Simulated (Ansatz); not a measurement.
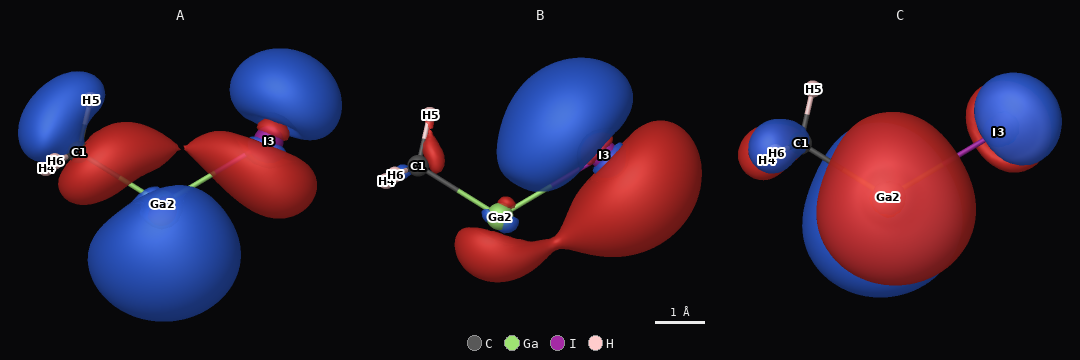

The picture shows: CH₃GaI (SMILES [CH3][Ga][I]) (doublet). Three frontier orbitals at ±0.08 Å⁻³ᐟ² (blue and red are the two phases), in no order.

Geometry: PBE0-D4/def2-TZVP; core potentials replace the inner electrons of I.

These are results of UKS PBE0-D4/def2-TZVPP (Ansatz), not measurements.

```
atom    x (Å)    y (Å)    z (Å)
   C  -0.4860   0.4434  -0.4084
  Ga  -0.0303  -0.6781   1.1864
   I   2.2700  -1.7562   1.2466
   H  -1.3498   0.0096  -0.9149
   H   0.3750   0.4646  -1.0773
   H  -0.7368   1.4528  -0.0787
```

Q: Order the three orbitals by energy and name them. All are α orbitals.

A: B is the HOMO−1 (α) (−7.60 eV). Its weight (Hirshfeld) is mainly on I3 (about 85 %) and Ga2 (about 10 %); largely a lone pair of I3. A is the HOMO (α) (−5.81 eV). By Hirshfeld shares it lies mainly on Ga2 (about 60 %), I3 (about 25 %) and C1 (about 15 %). C is the LUMO (α) (−1.77 eV). Its weight (Hirshfeld) is mainly on Ga2 (about 75 %) and I3 (about 15 %).

Q: What is the gap between the highest occupied and lowest empty α orbitals?

A: 4.04 eV between the orbital energies.
